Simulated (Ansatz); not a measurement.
Geometry relaxation, with input and output: GeH2Cl2OF (part 2 of 2)

The same run, continued: GeH2Cl2OF, multiplicity 2; UKS PBE0/def2-SVP (Ansatz 0.2.0). The input holds or restrains some coordinates. It belongs to a series of runs on one base structure; here: pulled along the bonds that form and break, towards end B.

Geometry of the input (Å):
```
Ge 0.0000  0.0000  0.0000
H  0.0000  0.0000  1.8000
O  1.6691  0.0000  -0.5894
H  1.9855  -0.9521  -0.7061
F  -0.7913  1.3709  -0.5594
Cl -1.0456  -1.8115  -0.7393
Cl 0.0000  0.0000  3.4700
```

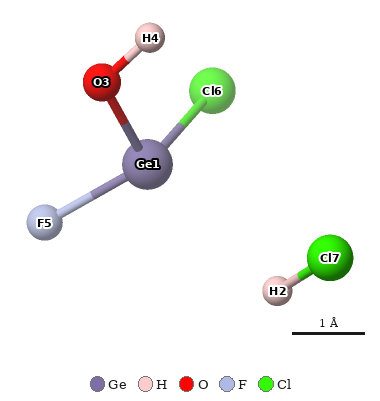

The geometry at step 13 of the log (ball-and-stick view, seen at a tilt; atoms are numbered from 1 in the order of the input).

### Trajectory as extended XYZ, continued
```
7
Properties=species:S:1:pos:R:3:forces:R:3 step=3 energy=-86322.49226
Ge   -0.0056   -0.0410   -0.2966   -0.0436  -0.5721   2.8126
H    -0.0007    0.0073    2.1854   -0.0355   0.0148  -0.7516
O     1.6956   -0.0142   -0.6184    0.7886  -0.2630  -0.9732
H     1.9901   -0.9365   -0.7068    0.2184   0.2473  -0.0286
F    -0.8092    1.4146   -0.5919   -0.5473   1.2564  -1.0519
Cl   -1.0527   -1.8223   -0.7604   -0.3962  -0.6658  -0.8014
Cl    0.0003   -0.0007    3.4645    0.0156  -0.0176   0.7941
7
Properties=species:S:1:pos:R:3:forces:R:3 step=4 energy=-86322.67122
Ge   -0.0078   -0.0383   -0.3358   -0.2673  -0.2609   2.0714
H    -0.0049    0.0187    2.3405   -0.0252   0.0001   0.6212
O     1.6946   -0.0190   -0.7247    0.3583  -0.2122  -0.6818
H     2.0131   -0.9373   -0.7142    0.1371   0.2324  -0.0636
F    -0.8126    1.4309   -0.7046   -0.0941   0.4098  -0.7462
Cl   -1.0648   -1.8404   -0.8441   -0.1188  -0.1699  -0.5379
Cl    0.0002   -0.0074    3.6587    0.0100   0.0005  -0.6630
7
Properties=species:S:1:pos:R:3:forces:R:3 step=5 energy=-86322.89066
Ge    0.0091   -0.0089   -0.2240   -0.1794   0.3493  -0.3842
H    -0.0285    0.0283    2.4967   -0.0069  -0.0241   0.8381
O     1.6605   -0.0347   -0.8937   -0.1739  -0.6199   0.3299
H     2.0245   -0.9315   -0.7246   -0.0911   0.6666  -0.2208
F    -0.8017    1.3961   -0.8958    0.4202  -0.5397   0.2153
Cl   -1.0407   -1.7906   -0.8969    0.0333   0.1317   0.0727
Cl   -0.0055   -0.0513    3.8141   -0.0022   0.0360  -0.8511
7
Properties=species:S:1:pos:R:3:forces:R:3 step=6 energy=-86322.86008
Ge    0.0156   -0.0229   -0.2346   -0.2285  -0.0048   0.0369
H    -0.1459    0.1564    2.5118    0.2821  -0.3786   1.7385
O     1.6597   -0.0323   -0.8835    0.0716  -0.5653   0.1470
H     2.0283   -0.9280   -0.7400   -0.0254   0.5504  -0.1718
F    -0.7723    1.3729   -0.8997    0.1383  -0.0928  -0.0108
Cl   -1.0440   -1.8004   -0.9002    0.0452   0.1108   0.0433
Cl    0.0763   -0.1384    3.8220   -0.2834   0.3804  -1.7831
7
Properties=species:S:1:pos:R:3:forces:R:3 step=7 energy=-86322.92854
Ge   -0.0162   -0.0430   -0.1984    0.1244  -0.2242   0.0587
H    -0.3095    0.1628    2.5251    0.4380  -0.2474   1.0009
O     1.6363   -0.0614   -0.8131   -0.0489   0.2788  -0.0873
H     2.1331   -0.8813   -0.7133   -0.0842  -0.1220   0.0972
F    -0.7424    1.3474   -0.9225    0.0382   0.1428  -0.0615
Cl   -1.1167   -1.7671   -0.9006   -0.0295  -0.0758   0.0090
Cl    0.2331   -0.1501    3.6985   -0.4381   0.2480  -1.0171
7
Properties=species:S:1:pos:R:3:forces:R:3 step=8 energy=-86322.93322
Ge   -0.0215   -0.0484   -0.2010    0.1141  -0.1792   0.0294
H    -0.3195    0.1609    2.5222    0.4525  -0.2431   0.9659
O     1.6248   -0.0706   -0.8316   -0.2390   0.5535  -0.1250
H     2.1348   -0.8631   -0.6664    0.1458  -0.4233   0.1469
F    -0.7313    1.3535   -0.9206    0.0195   0.1025  -0.0512
Cl   -1.1261   -1.7706   -0.9044   -0.0401  -0.0540   0.0130
Cl    0.2564   -0.1544    3.6776   -0.4528   0.2435  -0.9790
7
Properties=species:S:1:pos:R:3:forces:R:3 step=9 energy=-86322.94308
Ge   -0.0450   -0.0486   -0.1928   -0.0047  -0.0470  -0.0382
H    -0.3965    0.1514    2.5266    0.6998  -0.2698   0.9813
O     1.6184   -0.0543   -0.7764    0.1394  -0.1633   0.0531
H     2.1018   -0.8694   -0.5678   -0.1209   0.1820  -0.0289
F    -0.7185    1.3598   -0.9413   -0.0059   0.0440  -0.0087
Cl   -1.1309   -1.7741   -0.9323   -0.0060  -0.0148   0.0191
Cl    0.3884   -0.1575    3.5598   -0.7017   0.2690  -0.9777
7
Properties=species:S:1:pos:R:3:forces:R:3 step=10 energy=-86322.88398 accepted=F
Ge   -0.0623   -0.0467   -0.1798   -0.0862   0.1350  -0.1410
H    -0.4814    0.1681    2.5347    1.5029  -0.5361   1.3746
O     1.6146   -0.0473   -0.7275    0.2115  -0.4482   0.1677
H     2.0811   -0.8643   -0.4697   -0.1654   0.3967  -0.1290
F    -0.7097    1.3650   -0.9592    0.0219  -0.0842   0.0589
Cl   -1.1365   -1.7777   -0.9349    0.0150   0.0053   0.0178
Cl    0.5118   -0.1897    3.4122   -1.4996   0.5315  -1.3490
7
Properties=species:S:1:pos:R:3:forces:R:3 step=11 energy=-86322.94829
Ge   -0.0766   -0.0444   -0.2077    0.0510   0.0483   0.0560
H    -0.3794    0.1829    2.5169    0.7316  -0.3444   0.9290
O     1.6092   -0.0490   -0.7279    0.0250  -0.0730   0.0068
H     2.0867   -0.8552   -0.4852   -0.0582   0.0780  -0.0082
F    -0.7236    1.3669   -0.9783    0.0035  -0.0251  -0.0291
Cl   -1.1385   -1.7862   -0.9361   -0.0190  -0.0264  -0.0333
Cl    0.4400   -0.2078    3.4942   -0.7339   0.3426  -0.9211
7
Properties=species:S:1:pos:R:3:forces:R:3 step=12 energy=-86322.94468
Ge   -0.0899   -0.0281   -0.1926    0.0273   0.0478  -0.1426
H    -0.3881    0.2195    2.5313    0.8874  -0.4885   0.9732
O     1.5972   -0.0524   -0.7110    0.0220  -0.0395   0.0671
H     2.0736   -0.8432   -0.4213   -0.0340   0.0613  -0.0108
F    -0.7287    1.3547   -1.0241    0.0220  -0.0299   0.0407
Cl   -1.1313   -1.7788   -0.9323   -0.0354  -0.0377   0.0228
Cl    0.4848   -0.2645    3.4259   -0.8892   0.4866  -0.9504
7
Properties=species:S:1:pos:R:3:forces:R:3 step=13 energy=-86322.94555
Ge   -0.1007   -0.0203   -0.1902    0.0217   0.0420  -0.0209
H    -0.4203    0.2337    2.5304    1.0370  -0.5772   0.8944
O     1.5996   -0.0417   -0.6627   -0.0005  -0.0671   0.0039
H     2.0691   -0.8313   -0.3599   -0.0299   0.0559   0.0004
F    -0.7216    1.3550   -1.0449    0.0024   0.0016  -0.0265
Cl   -1.1484   -1.7837   -0.8975    0.0009  -0.0253  -0.0181
Cl    0.5401   -0.3044    3.3006   -1.0315   0.5703  -0.8332
7
Properties=species:S:1:pos:R:3:forces:R:3 step=14 energy=-86322.96246
Ge   -0.1302    0.0209   -0.1968    0.0164   0.0252  -0.1812
H    -0.3909    0.2101    2.5375    0.9088  -0.5168   0.7322
O     1.5803   -0.0389   -0.6303    0.0358  -0.0902   0.0679
H     2.0406   -0.8090   -0.2646   -0.0770   0.1192  -0.0268
F    -0.7210    1.3511   -1.1450    0.0323  -0.0494   0.0489
Cl   -1.1497   -1.7736   -0.8731   -0.0102   0.0014   0.0274
Cl    0.5885   -0.3532    3.2481   -0.9060   0.5106  -0.6684
7
Properties=species:S:1:pos:R:3:forces:R:3 step=15 energy=-86322.96972
Ge   -0.1861    0.0713   -0.2403    0.0282   0.1430  -0.3120
H    -0.2908    0.1945    2.5155    0.8369  -0.5827   0.6736
O     1.5520   -0.0167   -0.5605    0.0583  -0.2890   0.2001
H     1.9956   -0.7440   -0.0862   -0.2368   0.3339  -0.1697
F    -0.7179    1.3417   -1.3146    0.1174  -0.2759   0.2174
Cl   -1.1850   -1.7711   -0.8259    0.0339   0.0898   0.0268
Cl    0.6500   -0.4684    3.1879   -0.8379   0.5810  -0.6362
7
Properties=species:S:1:pos:R:3:forces:R:3 step=16 energy=-86322.95875
Ge   -0.2031    0.0937   -0.2294    0.0459   0.0784  -0.3380
H    -0.2741    0.2369    2.5208    1.1149  -0.9192   0.6509
O     1.5394   -0.0151   -0.5156    0.0283  -0.1879   0.1693
H     1.9745   -0.6942    0.0284   -0.1970   0.2478  -0.1331
F    -0.7090    1.3082   -1.3738    0.0912  -0.1709   0.1762
Cl   -1.1978   -1.7596   -0.7785    0.0119   0.0491   0.0361
Cl    0.6878   -0.5626    3.0238   -1.0952   0.9028  -0.5614
7
Properties=species:S:1:pos:R:3:forces:R:3 step=17 energy=-86322.98817
Ge   -0.2496    0.1287   -0.2737    0.1059   0.0790  -0.2834
H    -0.1821    0.1755    2.4821    0.8744  -0.7289   0.5519
O     1.5061   -0.0018   -0.4556    0.0848  -0.3042   0.3192
H     1.9103   -0.6163    0.1884   -0.2861   0.3570  -0.2934
F    -0.6817    1.2829   -1.5051    0.0663  -0.1753   0.1847
Cl   -1.2446   -1.7411   -0.7549    0.0116   0.0513   0.0135
Cl    0.7592   -0.6206    2.9946   -0.8570   0.7211  -0.4926
7
Properties=species:S:1:pos:R:3:forces:R:3 step=18 energy=-86322.99598
Ge   -0.2838    0.1465   -0.2889    0.1498   0.0712  -0.2815
H    -0.1171    0.1671    2.4603    0.8935  -0.7888   0.4478
O     1.4775   -0.0029   -0.3840    0.1316  -0.3411   0.4665
H     1.8478   -0.5347    0.3540   -0.3579   0.4069  -0.4837
F    -0.6522    1.2446   -1.5881    0.0458  -0.1364   0.1634
Cl   -1.2834   -1.7262   -0.7374   -0.0007   0.0235   0.0082
Cl    0.8289   -0.6872    2.8600   -0.8621   0.7648  -0.3207
7
Properties=species:S:1:pos:R:3:forces:R:3 step=19 energy=-86322.93623 accepted=F
Ge   -0.3294    0.1782   -0.3521    0.0948   0.0442  -0.3151
H     0.0510    0.1123    2.3786    1.1027  -1.2230   0.9940
O     1.4324    0.0101   -0.3558    0.1850  -0.3356   0.8017
H     1.7575   -0.4136    0.4749   -0.3073   0.3399  -0.7382
F    -0.6301    1.2048   -1.7249    0.0345  -0.1434   0.2356
Cl   -1.3321   -1.7017   -0.7535    0.0067   0.0458   0.0242
Cl    0.8683   -0.7827    3.0085   -1.1164   1.2720  -1.0022
7
Properties=species:S:1:pos:R:3:forces:R:3 step=20 energy=-86322.99353
Ge   -0.2950    0.1373   -0.3202    0.0421   0.0891  -0.0548
H    -0.0328    0.1733    2.4149    0.8845  -0.9335   0.6293
O     1.4665    0.0097   -0.3716    0.0165  -0.1450   0.1522
H     1.8137   -0.4941    0.3851   -0.1220   0.1267  -0.1578
F    -0.6512    1.2409   -1.6108    0.0220  -0.0894   0.0444
Cl   -1.3019   -1.7321   -0.7542    0.0253   0.0114  -0.0314
Cl    0.8185   -0.7277    2.9328   -0.8683   0.9406  -0.5820
7
Properties=species:S:1:pos:R:3:forces:R:3 step=21 energy=-86323.01019
Ge   -0.2996    0.1454   -0.3053    0.0611  -0.0632  -0.2565
H    -0.0504    0.1521    2.4368    0.7902  -0.7341   0.4913
O     1.4590   -0.0152   -0.3741   -0.1169  -0.0015   0.0933
H     1.7774   -0.4735    0.4174    0.0747  -0.0158   0.0179
F    -0.6278    1.2265   -1.6179   -0.0464   0.0197   0.0170
Cl   -1.3037   -1.7227   -0.7726    0.0119   0.0622   0.0408
Cl    0.8628   -0.7053    2.8916   -0.7746   0.7327  -0.4038
7
Properties=species:S:1:pos:R:3:forces:R:3 step=22 energy=-86323.00246 accepted=F
Ge   -0.2923    0.1334   -0.3469   -0.2079   0.2742   0.2529
H    -0.0414    0.1190    2.3953    0.7775  -0.6919   0.4813
O     1.4580    0.0019   -0.3287    0.1783  -0.0279  -0.2082
H     1.7776   -0.4521    0.4637   -0.0193  -0.0333   0.0706
F    -0.6298    1.2313   -1.6418    0.0457  -0.0594  -0.0939
Cl   -1.3386   -1.7126   -0.7356   -0.0093  -0.1484  -0.1171
Cl    0.8843   -0.7136    2.8698   -0.7650   0.6867  -0.3856
7
Properties=species:S:1:pos:R:3:forces:R:3 step=23 energy=-86323.01334
Ge   -0.3021    0.1488   -0.3182    0.0150   0.0128  -0.1116
H    -0.0447    0.1360    2.4235    0.7908  -0.7185   0.4856
O     1.4545   -0.0110   -0.3525   -0.0203  -0.0049   0.0131
H     1.7765   -0.4628    0.4419    0.0030   0.0005   0.0035
F    -0.6276    1.2218   -1.6379   -0.0075   0.0030  -0.0034
Cl   -1.3160   -1.7141   -0.7603   -0.0037  -0.0083   0.0010
Cl    0.8772   -0.7114    2.8794   -0.7771   0.7154  -0.3882
```

### Results in brief

| quantity | value |
| --- | --- |
| outcome | converged under the restraints of the input |
| total energy | −86323.0134 eV |
| mean-field energy | −86323.0134 eV |
| ⟨S²⟩ | 0.753 |
| largest force (length of the vector) at the end, held atoms and coordinates included | 1.174 eV/Å |
| hardware | 4 threads of AMD EPYC (Zen 3), 24 GiB of memory available, shared host |
| wall time | 52 s (CPU time 3.2 min) |
| peak memory | 0.41 GiB |
